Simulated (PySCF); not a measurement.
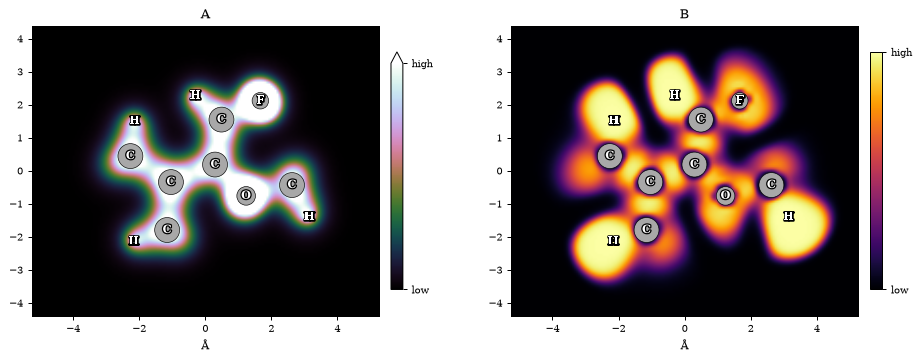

C6H10FO (SMILES CO/C(=C\F)[C+](C)C) (charge +1): 2 fields on the plane of atoms C3, C4 and F5, with unlabelled colour scales. Grey discs cover the atomic cores.

Geometry: GFN2-xTB.

The calculation used PBE0/pcSseg-1, SCF density, gas phase, non-relativistic in PySCF.

Match the panels to the quantities (electron density and electron localisation function).

Panel A: electron density. Panel B: electron localisation function. From the grid: C–F (1.31 Å): ρ is about 2.5 e/Å³ halfway; the ELF peaks at about 0.85 between the atoms: a shared but strongly polarised pair. C–O (1.34 Å): the density is about 2.4 e/Å³ at the midpoint; the ELF peaks at about 0.90 between the atoms (a shared but strongly polarised pair).
